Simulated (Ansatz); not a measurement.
**Geometry relaxation, with input and output: InH3Cl2O (part 2 of 2)**

The same run, continued: InH3Cl2O; RKS PBE/def2-SVP (Ansatz 0.2.0). It belongs to a series of runs on one base structure; here: end point A relaxed.

Geometry of the input (Å):
```
In 0.6755  -2.1234  0.5723
O  1.3203  -0.3265  -0.2771
Cl -1.5017  1.1310  -1.2944
Cl -0.7285  0.3333  1.9196
H  -0.6813  0.7194  -0.2606
H  -0.7251  0.5708  0.5417
H  1.6409  -0.3045  -1.2015
```

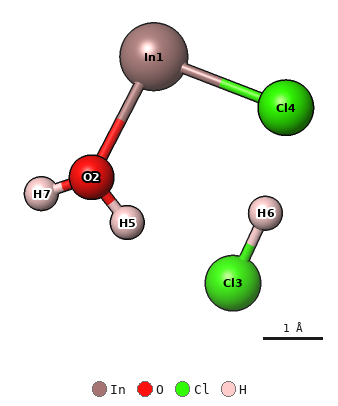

Figure 1. The geometry at step 12 of the log (ball-and-stick view, seen on its broad side; atoms are numbered from 1 in the order of the input).

**Trajectory as extended XYZ (Å, eV, eV/Å), 22 frames, from step=1 to step=22**
```
7
Properties=species:S:1:pos:R:3:forces:R:3 step=1 energy=-32292.78593
In    0.6755   -2.1234    0.5723    0.0314  -0.3180   0.1071
O     1.3203   -0.3265   -0.2771   -0.2203   0.3513  -0.2212
Cl   -1.5017    1.1310   -1.2944    0.0230   0.0019   0.0149
Cl   -0.7285    0.3333    1.9196    0.0055  -0.0107  -0.0405
H    -0.6813    0.7194   -0.2606    0.6257   0.9547  -5.7866
H    -0.7251    0.5708    0.5417   -0.4315  -0.9512   5.8116
H     1.6409   -0.3045   -1.2015   -0.0338  -0.0280   0.1147
7
Properties=species:S:1:pos:R:3:forces:R:3 step=2 energy=-32293.70463
In    0.6658   -2.1319    0.5682    0.0441  -0.1077   0.0907
O     1.1399   -0.2651   -0.3105    0.1717   0.0900  -0.4462
Cl   -1.4503    1.0957   -1.3777    0.0708  -0.0418   0.4826
Cl   -0.7074    0.3166    2.0216   -0.0347   0.0439  -0.7590
H    -0.5934    0.7068   -0.3720    0.4765   0.3049  -2.9222
H    -0.6785    0.5425    0.6477   -0.2507  -0.3668   2.9829
H     1.6238   -0.2646   -1.1772   -0.4777   0.0775   0.5713
7
Properties=species:S:1:pos:R:3:forces:R:3 step=3 energy=-32294.26404
In    0.6778   -2.1471    0.5838    0.0103   0.0360   0.0872
O     1.0827   -0.2404   -0.2979    0.0903   0.0914  -0.5650
Cl   -1.4776    1.1125   -1.3933    0.2780  -0.1135   0.6038
Cl   -0.7172    0.2934    2.0760   -0.0131   0.0247  -0.8605
H    -0.4848    0.6923   -0.5331    0.3621   0.0032  -1.7764
H    -0.6569    0.5344    0.7274   -0.1943  -0.1491   1.8543
H     1.5761   -0.2449   -1.1628   -0.5333   0.1074   0.6566
7
Properties=species:S:1:pos:R:3:forces:R:3 step=4 energy=-32294.63438
In    0.6800   -2.1431    0.5940   -0.0310   0.1230   0.0942
O     1.0357   -0.2135   -0.3068   -0.5682   0.1406   0.2637
Cl   -1.4923    1.1190   -1.3657    0.5452  -0.2111   0.6124
Cl   -0.7272    0.2690    2.1064   -0.0018  -0.0597  -0.4890
H    -0.3614    0.6483   -0.6797    0.1735  -0.1184  -1.1603
H    -0.6665    0.5487    0.7930   -0.2152   0.0243   1.0147
H     1.5318   -0.2283   -1.1411    0.0975   0.1013  -0.3356
7
Properties=species:S:1:pos:R:3:forces:R:3 step=5 energy=-32294.93245
In    0.6671   -2.1103    0.5992   -0.1016   0.1703   0.1313
O     0.9388   -0.1577   -0.3490    0.2788  -0.0277  -0.5014
Cl   -1.4056    1.0751   -1.3163   -0.1066   0.0746   0.3422
Cl   -0.7146    0.2384    2.1375   -0.0128  -0.1068  -0.2867
H    -0.1916    0.5626   -0.7416    0.5703  -0.3906  -0.4907
H    -0.7719    0.5926    0.8455   -0.3520   0.1456   0.4739
H     1.4778   -0.2006   -1.1752   -0.2760   0.1346   0.3313
7
Properties=species:S:1:pos:R:3:forces:R:3 step=6 energy=-32295.17856
In    0.6495   -2.0736    0.6223   -0.1949   0.0560   0.2239
O     0.9330   -0.1380   -0.3939    0.2923   0.1954  -0.6636
Cl   -1.3923    1.0659   -1.2437   -0.1052   0.0422   0.4552
Cl   -0.7008    0.1874    2.1500   -0.0848   0.0181  -0.4245
H    -0.0294    0.4796   -0.8108    0.2598  -0.3305   0.1664
H    -0.9252    0.6726    0.8904   -0.2684   0.0103   0.1676
H     1.4650   -0.1938   -1.2142    0.1012   0.0086   0.0748
7
Properties=species:S:1:pos:R:3:forces:R:3 step=7 energy=-32295.42362
In    0.6116   -2.0188    0.6720   -0.2578  -0.0014   0.2590
O     0.9821   -0.1214   -0.4574    1.2150  -0.2049  -0.7664
Cl   -1.3887    1.0535   -1.0490   -0.5493   0.1731   0.3544
Cl   -0.7171    0.1666    2.0765    0.0315  -0.2422   0.4642
H     0.1238    0.4082   -0.8143   -0.4200   0.1916   0.3178
H    -1.0932    0.7169    0.8702   -0.2119   0.1718  -0.8281
H     1.4815   -0.2049   -1.2979    0.1925  -0.0881   0.1991
7
Properties=species:S:1:pos:R:3:forces:R:3 step=8 energy=-32295.75114
In    0.5608   -1.9643    0.7396   -0.2553   0.0356   0.2763
O     1.0964   -0.1304   -0.5315    0.4824   0.0750  -0.5463
Cl   -1.4525    1.0610   -0.8656   -0.2213   0.0267   0.4077
Cl   -0.7597    0.1356    2.0702    0.0637  -0.2227   0.2937
H     0.2422    0.3897   -0.7905   -0.2759   0.2097   0.3134
H    -1.2105    0.7398    0.7813   -0.0459   0.0298  -0.7406
H     1.5233   -0.2312   -1.4034    0.2521  -0.1540  -0.0042
7
Properties=species:S:1:pos:R:3:forces:R:3 step=9 energy=-32295.86687
In    0.4663   -1.8937    0.8455    0.0111  -0.1626   0.0759
O     1.1824   -0.1121   -0.5985    0.1973   0.0381  -0.2755
Cl   -1.4878    1.0453   -0.6741   -0.7162   0.6674  -1.8935
Cl   -0.7658    0.0715    2.0563    0.2673  -0.4054   1.1760
H     0.3343    0.4106   -0.7639    0.1372   0.0885   0.0787
H    -1.2769    0.7300    0.6295    0.0696  -0.1271   0.7567
H     1.5475   -0.2515   -1.4947    0.0336  -0.0987   0.0816
7
Properties=species:S:1:pos:R:3:forces:R:3 step=10 energy=-32295.98141
In    0.4823   -1.8945    0.8810   -0.0185  -0.0195   0.0365
O     1.2007   -0.1074   -0.6349    1.8293  -1.1280  -0.4610
Cl   -1.5104    1.0941   -0.7414   -0.2148  -0.0077   0.3884
Cl   -0.7813    0.0253    2.1612    0.0046  -0.0678   0.1450
H     0.4145    0.4288   -0.7745   -1.4620   1.1120  -0.1886
H    -1.3414    0.7322    0.6602    0.0409   0.0957  -0.5634
H     1.5356   -0.2784   -1.5513   -0.1795   0.0152   0.6431
7
Properties=species:S:1:pos:R:3:forces:R:3 step=11 energy=-32296.05895
In    0.5188   -1.9023    0.9237   -0.0288   0.0625   0.0699
O     1.2008   -0.0977   -0.6380    0.1018  -0.0125   0.0925
Cl   -1.5400    1.1324   -0.7472   -0.1794   0.1118  -0.0679
Cl   -0.7704   -0.0488    2.2259    0.0180  -0.0479  -0.1474
H     0.4126    0.4942   -0.8000    0.0697  -0.0346  -0.0101
H    -1.3533    0.7544    0.5600    0.0353  -0.0558   0.1338
H     1.5316   -0.3322   -1.5241   -0.0166  -0.0235  -0.0708
7
Properties=species:S:1:pos:R:3:forces:R:3 step=12 energy=-32296.06364
In    0.5296   -1.8866    0.9325   -0.0141  -0.0052   0.0460
O     1.2509   -0.1086   -0.6571    0.1202  -0.0398   0.0776
Cl   -1.6302    1.1726   -0.7035    0.0668  -0.0022  -0.0327
Cl   -0.7906   -0.0554    2.2026    0.0232  -0.0432   0.0090
H     0.4929    0.5055   -0.8275   -0.1903   0.0843  -0.0041
H    -1.4141    0.7581    0.5921    0.0286   0.0023  -0.0415
H     1.5615   -0.3855   -1.5390   -0.0344   0.0039  -0.0543
7
Properties=species:S:1:pos:R:3:forces:R:3 step=13 energy=-32296.07180
In    0.5423   -1.8981    0.9323    0.0115  -0.0148   0.0264
O     1.2377   -0.0985   -0.6376    0.0020   0.0141   0.0627
Cl   -1.5897    1.1639   -0.7388    0.0235  -0.0059   0.0666
Cl   -0.7741   -0.0549    2.1870   -0.0075  -0.0037  -0.0204
H     0.4492    0.4968   -0.7728    0.0208  -0.0102  -0.0427
H    -1.3762    0.7559    0.5654   -0.0089   0.0081  -0.0606
H     1.5110   -0.3651   -1.5355   -0.0413   0.0123  -0.0319
7
Properties=species:S:1:pos:R:3:forces:R:3 step=14 energy=-32296.07291
In    0.5557   -1.9084    0.9506    0.0190   0.0384  -0.0084
O     1.2375   -0.0950   -0.6389   -0.0101  -0.0153   0.0872
Cl   -1.5852    1.1746   -0.7408    0.0129   0.0012   0.0524
Cl   -0.7785   -0.0625    2.1794   -0.0077  -0.0138  -0.0052
H     0.4521    0.5051   -0.7702    0.0205  -0.0253  -0.0264
H    -1.3773    0.7548    0.5588   -0.0064   0.0089  -0.0553
H     1.4957   -0.3685   -1.5389   -0.0282   0.0058  -0.0443
7
Properties=species:S:1:pos:R:3:forces:R:3 step=15 energy=-32296.07491
In    0.5923   -1.9033    0.9749    0.0272   0.0340  -0.0182
O     1.2441   -0.0944   -0.6427   -0.0468  -0.0125   0.0401
Cl   -1.5750    1.2006   -0.7430    0.0120   0.0137  -0.0038
Cl   -0.7994   -0.0849    2.1719   -0.0072  -0.0083  -0.0051
H     0.4595    0.5122   -0.7542    0.0539  -0.0470  -0.0308
H    -1.3810    0.7541    0.5433   -0.0088  -0.0011   0.0096
H     1.4595   -0.3842   -1.5501   -0.0304   0.0211   0.0081
7
Properties=species:S:1:pos:R:3:forces:R:3 step=16 energy=-32296.07754
In    0.6790   -1.8894    1.0197    0.0028   0.0607  -0.0032
O     1.2444   -0.0967   -0.6484   -0.0364  -0.0881  -0.1919
Cl   -1.5461    1.2591   -0.7420    0.0014   0.0286  -0.0402
Cl   -0.8487   -0.1341    2.1507    0.0115  -0.0272  -0.0228
H     0.4633    0.5176   -0.7433    0.0463  -0.0349  -0.0013
H    -1.3914    0.7620    0.5259    0.0004  -0.0193   0.0526
H     1.3994   -0.4184   -1.5625   -0.0259   0.0802   0.2068
7
Properties=species:S:1:pos:R:3:forces:R:3 step=17 energy=-32296.07974
In    0.7530   -1.8710    1.0558   -0.0388   0.0778   0.0262
O     1.2321   -0.1085   -0.6561   -0.0404  -0.0493  -0.1054
Cl   -1.5269    1.3028   -0.7380    0.0216   0.0258   0.0098
Cl   -0.9003   -0.1813    2.1296    0.0538  -0.0368  -0.0499
H     0.4530    0.5075   -0.7494    0.0002   0.0108   0.0286
H    -1.3810    0.7865    0.5260   -0.0267  -0.0376   0.0125
H     1.3701   -0.4359   -1.5677    0.0302   0.0093   0.0782
7
Properties=species:S:1:pos:R:3:forces:R:3 step=18 energy=-32296.07635 accepted=F
In    0.8811   -1.8344    1.1305   -0.1220   0.1498   0.0451
O     1.2112   -0.1377   -0.6723   -0.0699  -0.0241  -0.0757
Cl   -1.4641    1.4286   -0.7147   -0.0118  -0.1728   0.2557
Cl   -0.9596   -0.2420    2.0925    0.0830  -0.0931  -0.1374
H     0.4408    0.4914   -0.7560   -0.0192   0.0560   0.0922
H    -1.4293    0.7632    0.5044    0.0607   0.1400  -0.1827
H     1.3198   -0.4690   -1.5844    0.0791  -0.0558   0.0028
7
Properties=species:S:1:pos:R:3:forces:R:3 step=19 energy=-32296.08415
In    0.8087   -1.8436    1.1003    0.0091   0.0120  -0.0031
O     1.2075   -0.1304   -0.6669   -0.0255  -0.0089  -0.0396
Cl   -1.5001    1.3633   -0.7193    0.0094  -0.0017   0.0282
Cl   -0.9310   -0.2174    2.1058    0.0028  -0.0012  -0.0155
H     0.4378    0.4981   -0.7613    0.0058  -0.0001   0.0118
H    -1.3874    0.7767    0.5193   -0.0189   0.0085  -0.0120
H     1.3645   -0.4465   -1.5778    0.0173  -0.0085   0.0302
7
Properties=species:S:1:pos:R:3:forces:R:3 step=20 energy=-32296.08572
In    0.8923   -1.8187    1.1487   -0.0307   0.0556  -0.0033
O     1.1840   -0.1512   -0.6750   -0.0320   0.0037  -0.0331
Cl   -1.4803    1.4383   -0.6929    0.0131  -0.0241   0.0355
Cl   -0.9703   -0.2668    2.0618    0.0172  -0.0364   0.0089
H     0.4180    0.4805   -0.7845    0.0101  -0.0165   0.0353
H    -1.4056    0.7922    0.5208    0.0117   0.0210  -0.0512
H     1.3619   -0.4742   -1.5789    0.0105  -0.0033   0.0080
7
Properties=species:S:1:pos:R:3:forces:R:3 step=21 energy=-32296.08638
In    0.9207   -1.7792    1.1694   -0.0280   0.0168   0.0223
O     1.1814   -0.1594   -0.6908   -0.0222   0.0115  -0.0154
Cl   -1.4535    1.4636   -0.6782    0.0088  -0.0492   0.0691
Cl   -1.0121   -0.2988    2.0637    0.0313  -0.0182  -0.0401
H     0.4157    0.4741   -0.7915    0.0092   0.0017   0.0028
H    -1.4026    0.7874    0.5221    0.0026   0.0385  -0.0533
H     1.3503   -0.4877   -1.5945   -0.0018  -0.0011   0.0146
7
Properties=species:S:1:pos:R:3:forces:R:3 step=22 energy=-32296.08701
In    0.9351   -1.7738    1.1812   -0.0004   0.0012   0.0006
O     1.1759   -0.1602   -0.6890    0.0140  -0.0089   0.0002
Cl   -1.4488    1.4708   -0.6766    0.0005  -0.0026   0.0077
Cl   -1.0140   -0.3119    2.0460    0.0016  -0.0049   0.0033
H     0.4162    0.4800   -0.7860   -0.0108   0.0062  -0.0053
H    -1.3980    0.7904    0.5166   -0.0031   0.0080  -0.0099
H     1.3337   -0.4952   -1.5920   -0.0019   0.0009   0.0035
```

**Summary**

| quantity | value |
| --- | --- |
| outcome | converged |
| total energy | −32296.0870 eV |
| mean-field energy | −32296.0870 eV |
| largest force (length of the vector) at the end | 0.017 eV/Å |
| hardware | 2 threads of Intel Xeon (Granite Rapids), 176 GiB of memory available, shared host |
| wall time | 20 s (CPU time 37 s) |
| peak memory | 0.15 GiB |
